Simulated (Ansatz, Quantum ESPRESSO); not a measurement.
# Conductance against width: vacuum gaps between two Nb(110) faces, part 2 of 4

Aim: how the conductance falls as the barrier grows, for vacuum gaps between two Nb(110) faces.

Quantum ESPRESSO 7.5; plane-wave DFT, PBE, GBRV ultrasoft pseudopotentials; cross-check by Ansatz 0.2.0 with PAW datasets.

So far. Step 2 (Self-consistent run, 4 Å): The run needed 15 iterations to bring the estimated error under 1e-07 Ry; the largest force on any atom, held or free, is 0.36 eV/Å.

## (3) Transmission with pwcond.x, 4 Å

Level of this step: transmission by pwcond, lead and junction from one cell; plane-wave DFT, PBE, GBRV ultrasoft pseudopotentials (Quantum ESPRESSO).

prefixt takes both regions from one run: the lead from 0 to bdl, the scattering region from bdl to bds (units of alat). ikind = 1 puts the same lead on both sides. The program's T_tot counts both spins in a run without spin; the tables below give T per spin.

The input, j0.cond.in:

```
&inputcond
  outdir = './out'
  prefixt = 'j0.scf'
  tran_file = 'j0.cond.dat'
  bdl = 1.4142135633
  bds = 11.8114209940
  ikind = 1
  ewind = 4.0
  epsproj = 1e-05
  nz1 = 7
  energy0 = 0.4
  denergy = -0.4
/
21
  0.00000000 0.00000000 0.01562500
  0.00000000 0.12500000 0.03125000
  0.00000000 0.25000000 0.03125000
  0.00000000 0.37500000 0.03125000
  0.00000000 0.50000000 0.01562500
  0.12500000 0.00000000 0.06250000
  0.12500000 0.25000000 0.06250000
  0.12500000 0.37500000 0.06250000
  0.12500000 0.50000000 0.06250000
  0.25000000 0.00000000 0.06250000
  0.25000000 0.12500000 0.03125000
  0.25000000 0.37500000 0.06250000
  0.25000000 0.50000000 0.06250000
  0.25000000 0.62500000 0.03125000
  0.37500000 0.00000000 0.06250000
  0.37500000 0.12500000 0.06250000
  0.37500000 0.50000000 0.06250000
  0.37500000 0.62500000 0.06250000
  0.50000000 0.00000000 0.03125000
  0.50000000 0.12500000 0.06250000
  0.50000000 0.25000000 0.03125000
3
```

Command:

```sh
$ OMP_NUM_THREADS=1 mpirun -n 4 pwcond.x -in j0.cond.in > j0.cond.out
```

What it wrote:

```text
[banner, memory and clock lines left out]
Program PWCOND v.7.5 starts

          URL

     ./out/j0.scf.save/

     IMPORTANT: XC functional enforced from input :
     Exchange-correlation= PBE
                           (   1   4   3   4   0   0   0)
     Any further DFT definition will be discarded
     Please, verify this is what you really want

     Check: negative core charge=   -0.000002
     Reading collected, re-writing distributed wavefunctions

===== INPUT FILE containing all the regions =====

     GEOMETRY:

     lattice parameter (alat)  =       6.2739  a.u.
     the volume                =    2062.5192 (a.u.)^3
     the cross section         =      27.8329 (a.u.)^2
     l of the unit cell        =      11.8114 (alat)
     number of atoms/cell      =           16
     number of atomic types    =            1

     crystal axes: (cart. coord. in units of alat)
               a(1) = (  1.0000  0.0000  0.0000 )
               a(2) = (  0.5000  0.7071  0.0000 )
               a(3) = (  0.0000  0.0000 11.8114 )

   Cartesian axes

     site n.     atom                  positions (alat units)
          1        Nb     tau(  1)=(  0.0000  0.0000 11.8114  )
          2        Nb     tau(  2)=(  0.5000  0.0000  0.7071  )
          3        Nb     tau(  3)=(  0.0000  0.0000  1.4142  )
          4        Nb     tau(  4)=(  0.5000  0.0000  2.1213  )
          5        Nb     tau(  5)=(  0.0000  0.0000  2.8284  )
          6        Nb     tau(  6)=(  0.5000  0.0000  3.5355  )
          7        Nb     tau(  7)=(  0.0000  0.0000  4.2426  )
          8        Nb     tau(  8)=(  0.5000  0.0000  4.9497  )
          9        Nb     tau(  9)=(  0.0000  0.0000  6.1546  )
         10        Nb     tau( 10)=(  0.5000  0.0000  6.8617  )
         11        Nb     tau( 11)=(  0.0000  0.0000  7.5688  )
         12        Nb     tau( 12)=(  0.5000  0.0000  8.2759  )
         13        Nb     tau( 13)=(  0.0000  0.0000  8.9830  )
         14        Nb     tau( 14)=(  0.5000  0.0000  9.6901  )
         15        Nb     tau( 15)=(  0.0000  0.0000 10.3972  )
         16        Nb     tau( 16)=(  0.5000  0.0000 11.1043  )

     nr1s                      =           25
     nr2s                      =           24
     nr3s                      =          300
     nr1sx                     =           25
     nr2sx                     =           24
     nr3sx                     =          300
     nr1                       =           30
     nr2                       =           25
     nr3                       =          360
     nr1x                      =           30
     nr2x                      =           25
     nr3x                      =          360

 _______________________________
  Radii of nonlocal spheres:

     type       ibeta     ang. mom.          radius (alat units)
       Nb         1         0                    0.3529
       Nb         2         0                    0.3529
       Nb         3         1                    0.3529
       Nb         4         1                    0.3529
       Nb         5         2                    0.3529
       Nb         6         2                    0.3529
----- General information -----

--- T calc. with identical leads (ikind=1) ---

     nrx                       =           25
     nry                       =           24
     nz1                       =            7

     energy0               =         4.0E-01
     denergy               =        -4.0E-01
     nenergy               =          3
     ecut2d                =         4.0E+01
     ewind                 =         4.0E+00
     epsproj               =         1.0E-05

     number of k_|| points=   21
                       cryst. coord.
        k(    1) = (   0.0000000   0.0000000), wk =   0.0156250
        k(    2) = (   0.0000000   0.1250000), wk =   0.0312500
        k(    3) = (   0.0000000   0.2500000), wk =   0.0312500
        k(    4) = (   0.0000000   0.3750000), wk =   0.0312500
        k(    5) = (   0.0000000   0.5000000), wk =   0.0156250
        k(    6) = (   0.1250000   0.0000000), wk =   0.0625000
        k(    7) = (   0.1250000   0.2500000), wk =   0.0625000
        k(    8) = (   0.1250000   0.3750000), wk =   0.0625000
        k(    9) = (   0.1250000   0.5000000), wk =   0.0625000
        k(   10) = (   0.2500000   0.0000000), wk =   0.0625000
        k(   11) = (   0.2500000   0.1250000), wk =   0.0312500
        k(   12) = (   0.2500000   0.3750000), wk =   0.0625000
        k(   13) = (   0.2500000   0.5000000), wk =   0.0625000
        k(   14) = (   0.2500000   0.6250000), wk =   0.0312500
        k(   15) = (   0.3750000   0.0000000), wk =   0.0625000
        k(   16) = (   0.3750000   0.1250000), wk =   0.0625000
        k(   17) = (   0.3750000   0.5000000), wk =   0.0625000
        k(   18) = (   0.3750000   0.6250000), wk =   0.0625000
        k(   19) = (   0.5000000   0.0000000), wk =   0.0312500
        k(   20) = (   0.5000000   0.1250000), wk =   0.0625000
        k(   21) = (   0.5000000   0.2500000), wk =   0.0312500
----- Information about left/right lead -----

     nocros                   =           18
     noins                    =           18
     norb                     =           54
     norbf                    =          270
     nrz                      =           36

      iorb      type   ibeta   ang. mom.   m       position (alat)
        1        1       1        0        1   taunew(   1)=(  0.0000  0.0000  0.0000)
        2        1       2        0        1   taunew(   2)=(  0.0000  0.0000  0.0000)
        3        1       3        1        1   taunew(   3)=(  0.0000  0.0000  0.0000)
        4        1       3        1        2   taunew(   4)=(  0.0000  0.0000  0.0000)
        5        1       3        1        3   taunew(   5)=(  0.0000  0.0000  0.0000)
        6        1       4        1        1   taunew(   6)=(  0.0000  0.0000  0.0000)
        7        1       4        1        2   taunew(   7)=(  0.0000  0.0000  0.0000)
        8        1       4        1        3   taunew(   8)=(  0.0000  0.0000  0.0000)
        9        1       5        2        1   taunew(   9)=(  0.0000  0.0000  0.0000)
       10        1       5        2        2   taunew(  10)=(  0.0000  0.0000  0.0000)
       11        1       5        2        3   taunew(  11)=(  0.0000  0.0000  0.0000)
       12        1       5        2        4   taunew(  12)=(  0.0000  0.0000  0.0000)
       13        1       5        2        5   taunew(  13)=(  0.0000  0.0000  0.0000)
       14        1       6        2        1   taunew(  14)=(  0.0000  0.0000  0.0000)
       15        1       6        2        2   taunew(  15)=(  0.0000  0.0000  0.0000)
[...]
232        1       6        2        3   taunew( 232)=(  0.0000  0.0000  8.9830)
      233        1       6        2        4   taunew( 233)=(  0.0000  0.0000  8.9830)
      234        1       6        2        5   taunew( 234)=(  0.0000  0.0000  8.9830)
      235        1       1        0        1   taunew( 235)=(  0.5000  0.0000  9.6901)
      236        1       2        0        1   taunew( 236)=(  0.5000  0.0000  9.6901)
      237        1       3        1        1   taunew( 237)=(  0.5000  0.0000  9.6901)
      238        1       3        1        2   taunew( 238)=(  0.5000  0.0000  9.6901)
      239        1       3        1        3   taunew( 239)=(  0.5000  0.0000  9.6901)
      240        1       4        1        1   taunew( 240)=(  0.5000  0.0000  9.6901)
      241        1       4        1        2   taunew( 241)=(  0.5000  0.0000  9.6901)
      242        1       4        1        3   taunew( 242)=(  0.5000  0.0000  9.6901)
      243        1       5        2        1   taunew( 243)=(  0.5000  0.0000  9.6901)
      244        1       5        2        2   taunew( 244)=(  0.5000  0.0000  9.6901)
      245        1       5        2        3   taunew( 245)=(  0.5000  0.0000  9.6901)
      246        1       5        2        4   taunew( 246)=(  0.5000  0.0000  9.6901)
      247        1       5        2        5   taunew( 247)=(  0.5000  0.0000  9.6901)
      248        1       6        2        1   taunew( 248)=(  0.5000  0.0000  9.6901)
      249        1       6        2        2   taunew( 249)=(  0.5000  0.0000  9.6901)
      250        1       6        2        3   taunew( 250)=(  0.5000  0.0000  9.6901)
      251        1       6        2        4   taunew( 251)=(  0.5000  0.0000  9.6901)
      252        1       6        2        5   taunew( 252)=(  0.5000  0.0000  9.6901)
      253        1       1        0        1   taunew( 253)=(  0.0000  0.0000 10.3972)
      254        1       2        0        1   taunew( 254)=(  0.0000  0.0000 10.3972)
      255        1       3        1        1   taunew( 255)=(  0.0000  0.0000 10.3972)
      256        1       3        1        2   taunew( 256)=(  0.0000  0.0000 10.3972)
      257        1       3        1        3   taunew( 257)=(  0.0000  0.0000 10.3972)
      258        1       4        1        1   taunew( 258)=(  0.0000  0.0000 10.3972)
      259        1       4        1        2   taunew( 259)=(  0.0000  0.0000 10.3972)
      260        1       4        1        3   taunew( 260)=(  0.0000  0.0000 10.3972)
      261        1       5        2        1   taunew( 261)=(  0.0000  0.0000 10.3972)
      262        1       5        2        2   taunew( 262)=(  0.0000  0.0000 10.3972)
      263        1       5        2        3   taunew( 263)=(  0.0000  0.0000 10.3972)
      264        1       5        2        4   taunew( 264)=(  0.0000  0.0000 10.3972)
      265        1       5        2        5   taunew( 265)=(  0.0000  0.0000 10.3972)
      266        1       6        2        1   taunew( 266)=(  0.0000  0.0000 10.3972)
      267        1       6        2        2   taunew( 267)=(  0.0000  0.0000 10.3972)
      268        1       6        2        3   taunew( 268)=(  0.0000  0.0000 10.3972)
      269        1       6        2        4   taunew( 269)=(  0.0000  0.0000 10.3972)
      270        1       6        2        5   taunew( 270)=(  0.0000  0.0000 10.3972)
 ngper, shell number =           91          23
 ngper, n2d =           91          78
---  E-Ef =    0.4000000  k =    0.0000000   0.0000000
---  ie =          1  ik =          1
 Nchannels of the left tip =            2
 Right moving states:
   k1(2pi/a)   k2(2pi/a)   E-Ef (eV)
   0.0523688   0.0000015   0.4000000
  -0.3311884   0.0000032   0.4000000
 Left moving states:
   k1(2pi/a)   k2(2pi/a)   E-Ef (eV)
  -0.0523688   0.0000015   0.4000000
   0.3311885   0.0000032   0.4000000

 to transmit
 Band j to band i transmissions and reflections:
    j         i     |T_ij|^2    |R_ij|^2

    1 -->     1     0.00023     0.99977
    1 -->     2     0.00000     0.00000
   Total T_j, R_j =    0.00023  0.99977

    2 -->     1     0.00000     0.00000
    2 -->     2     0.65374     0.34626
   Total T_j, R_j =    0.65374  0.34626

E-Ef(ev), T(x2 spins) =    0.4000000   1.3079409
---  E-Ef =    0.0000000  k =    0.0000000   0.0000000
---  ie =          2  ik =          1
 Nchannels of the left tip =            3
 Right moving states:
   k1(2pi/a)   k2(2pi/a)   E-Ef (eV)
  -0.2543291   0.0000003   0.0000000
  -0.3987668  -0.0000046   0.0000000
  -0.4266123   0.0000059   0.0000000
 Left moving states:
   k1(2pi/a)   k2(2pi/a)   E-Ef (eV)
   0.2543291   0.0000003   0.0000000
   0.3987663  -0.0000046   0.0000000
   0.4266128   0.0000059   0.0000000

 to transmit
 Band j to band i transmissions and reflections:
    j         i     |T_ij|^2    |R_ij|^2

    1 -->     1     0.00050     0.99950
    1 -->     2     0.00000     0.00000
    1 -->     3     0.00000     0.00000
   Total T_j, R_j =    0.00050  0.99950

    2 -->     1     0.00000     0.00000
    2 -->     2     0.03344     0.36027
    2 -->     3     0.10197     0.50432
   Total T_j, R_j =    0.13541  0.86459

    3 -->     1     0.00000     0.00000
    3 -->     2     0.10701     0.50456
    3 -->     3     0.26070     0.12773
   Total T_j, R_j =    0.36771  0.63229

E-Ef(ev), T(x2 spins) =    0.0000000   1.0072444
---  E-Ef =   -0.4000000  k =    0.0000000   0.0000000
---  ie =          3  ik =          1
 Nchannels of the left tip =            1
 Right moving states:
   k1(2pi/a)   k2(2pi/a)   E-Ef (eV)
  -0.3905566   0.0000003  -0.4000000
 Left moving states:
   k1(2pi/a)   k2(2pi/a)   E-Ef (eV)
   0.3905566   0.0000003  -0.4000000

 to transmit
 Band j to band i transmissions and reflections:
    j         i     |T_ij|^2    |R_ij|^2

    1 -->     1     0.00128     0.99872
   Total T_j, R_j =    0.00128  0.99872

E-Ef(ev), T(x2 spins) =   -0.4000000   0.0025520
 ngper, shell number =           93          50
 ngper, n2d =           93          93
[... further energies and points left out ...]
---  E-Ef =    0.4000000  k =    0.5000000   0.2500000
---  ie =          1  ik =         21
 Nchannels of the left tip =            1
 Right moving states:
   k1(2pi/a)   k2(2pi/a)   E-Ef (eV)
  -0.1643985  -0.0000014   0.4000000
 Left moving states:
   k1(2pi/a)   k2(2pi/a)   E-Ef (eV)
   0.1643985  -0.0000014   0.4000000

 to transmit
 Band j to band i transmissions and reflections:
    j         i     |T_ij|^2    |R_ij|^2

    1 -->     1     0.26256     0.73744
   Total T_j, R_j =    0.26256  0.73744

E-Ef(ev), T(x2 spins) =    0.4000000   0.5251122
---  E-Ef =    0.0000000  k =    0.5000000   0.2500000
---  ie =          2  ik =         21
 Nchannels of the left tip =            1
 Right moving states:
   k1(2pi/a)   k2(2pi/a)   E-Ef (eV)
  -0.2710844  -0.0000030   0.0000000
 Left moving states:
   k1(2pi/a)   k2(2pi/a)   E-Ef (eV)
   0.2710844  -0.0000030   0.0000000

 to transmit
 Band j to band i transmissions and reflections:
    j         i     |T_ij|^2    |R_ij|^2

    1 -->     1     0.51361     0.48639
   Total T_j, R_j =    0.51361  0.48639

E-Ef(ev), T(x2 spins) =    0.0000000   1.0272233
---  E-Ef =   -0.4000000  k =    0.5000000   0.2500000
---  ie =          3  ik =         21
 Nchannels of the left tip =            1
 Right moving states:
   k1(2pi/a)   k2(2pi/a)   E-Ef (eV)
   0.3778959   0.0000055  -0.4000000
 Left moving states:
   k1(2pi/a)   k2(2pi/a)   E-Ef (eV)
  -0.3778956   0.0000055  -0.4000000

 to transmit
 Band j to band i transmissions and reflections:
    j         i     |T_ij|^2    |R_ij|^2

    1 -->     1     0.60667     0.39333
   Total T_j, R_j =    0.60667  0.39333

E-Ef(ev), T(x2 spins) =   -0.4000000   1.2133479
   T_tot     0.40000      0.90721E+00
   T_tot     0.00000      0.92363E+00
   T_tot    -0.40000      0.67657E+00

Note: The following floating-point exceptions are signalling: IEEE_UNDERFLOW_FLAG
Note: The following floating-point exceptions are signalling: IEEE_UNDERFLOW_FLAG
Note: The following floating-point exceptions are signalling: IEEE_UNDERFLOW_FLAG
Note: The following floating-point exceptions are signalling: IEEE_UNDERFLOW_FLAG
```

Run time: 2 min. Hardware: 4 MPI ranks of Arm Neoverse V1, shared host; peak memory 0.31 GiB; 8 min of CPU time.

Read from the output:

* lead channels at the Fermi level, one spin: 1.641
* transmission at the Fermi level, one spin: 0.4618
* conductance: 0.4618 G₀

Per spin; mean over the k mesh across the current. Open channels, zone mean against energy, zero at the Fermi level:

| energy (eV) | open channels, zone mean |
| --- | --- |
| -0.400 | 1.89 |
| 0.000 | 1.64 |
| 0.400 | 1.09 |

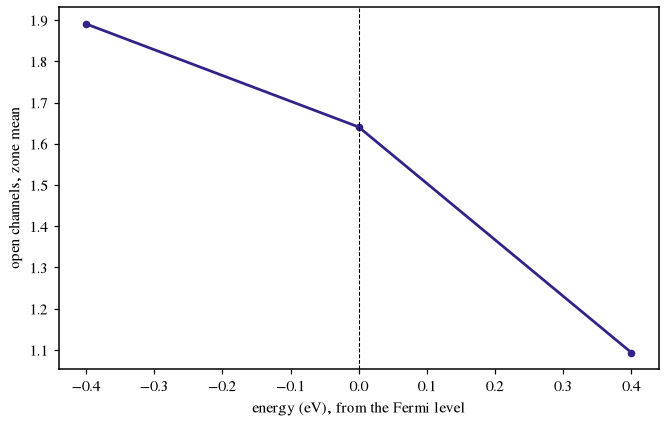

Open channels, zone mean, plotted against energy.

Per spin; mean over the k mesh across the current. Table of transmission, zone mean by energy, zero at the Fermi level:

| energy (eV) | transmission, zone mean |
| --- | --- |
| -0.400 | 0.338 |
| 0.000 | 0.462 |
| 0.400 | 0.454 |

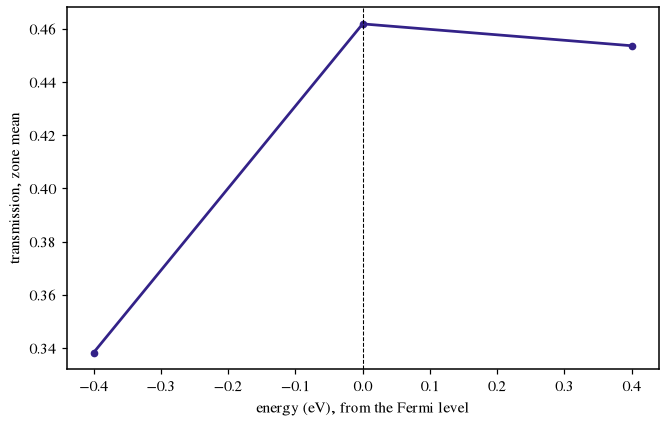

Transmission, zone mean against energy.

At 0.000 eV; k in fractions of b1, b2. Transmission by k point:

| k1 | k2 | weight | t | channels |
| --- | --- | --- | --- | --- |
| 0 | 0 | 0.01562 | 0.5036 | 3 |
| 0 | 0.125 | 0.03125 | 0.1639 | 3 |
| 0 | 0.25 | 0.03125 | 0.00435 | 1 |
| 0 | 0.375 | 0.03125 | 0.5634 | 2 |
| 0 | 0.5 | 0.01562 | 0.1391 | 2 |
| 0.125 | 0 | 0.0625 | 0.6459 | 3 |
| 0.125 | 0.25 | 0.0625 | 0.365 | 2 |
| 0.125 | 0.375 | 0.0625 | 0.5577 | 1 |
| 0.125 | 0.5 | 0.0625 | 0.1542 | 2 |
| 0.25 | 0 | 0.0625 | 0 | 0 |
| 0.25 | 0.125 | 0.03125 | 0.8092 | 3 |
| 0.25 | 0.375 | 0.0625 | 0 | 0 |
| 0.25 | 0.5 | 0.0625 | 0.6145 | 1 |
| 0.25 | 0.625 | 0.03125 | 0.3429 | 2 |
| 0.375 | 0 | 0.0625 | 0.9274 | 2 |
| 0.375 | 0.125 | 0.0625 | 0.1629 | 1 |
| 0.375 | 0.5 | 0.0625 | 0.7004 | 2 |
| 0.375 | 0.625 | 0.0625 | 0.6968 | 1 |
| 0.5 | 0 | 0.03125 | 0.7219 | 2 |
| 0.5 | 0.125 | 0.0625 | 0.8441 | 3 |
| 0.5 | 0.25 | 0.03125 | 0.5136 | 1 |

The run is unpolarised; a magnetic state was not tried, may lie lower and would change T.

(Part 2 of 4 ends here.)

[Logs are printed without paths, hosts, clocks, repeated set-up lines and the standing remarks that a program may print on its own settings, such as how far it seeks lower states.]

[Hosts, paths, dates, database ids (printed as entryN), source tags and the programs' standing remarks are cut or masked in the printed files.]

[Maps of the electrostatic potential energy from Ansatz leave out the sawtooth potential of an applied field or a dipole correction, so their vacuum need not be flat; planar profiles and work functions include it.]
